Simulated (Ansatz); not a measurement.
Take BAs in the zinc blende structure (space group F-43m, No. 216; a = 4.784 Å) as the base.

Modification: every lattice vector is shortened by 1.50 %, atoms relaxed at fixed cell.

All numbers come from r2SCAN in Ansatz (plane waves to 500 eV, PAW, without spin-orbit coupling).

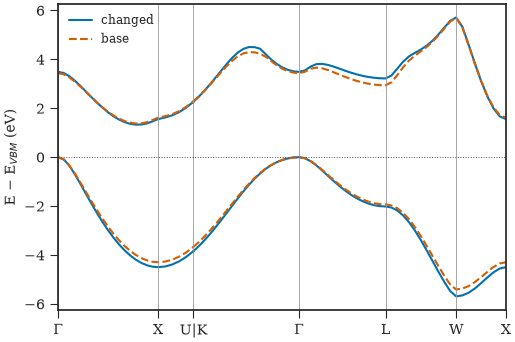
Figure. Highest valence and lowest conduction band along the path, each from its own valence-band maximum

Task: From the figure, how large is the changed gap, and is it direct?

Result: About 1.3 eV, indirect, Γ → Γ–X (78 % along).

The cells carry an imposed strain or load. No phonon test of stability was made.

Ansatz is an electronic-structure program.
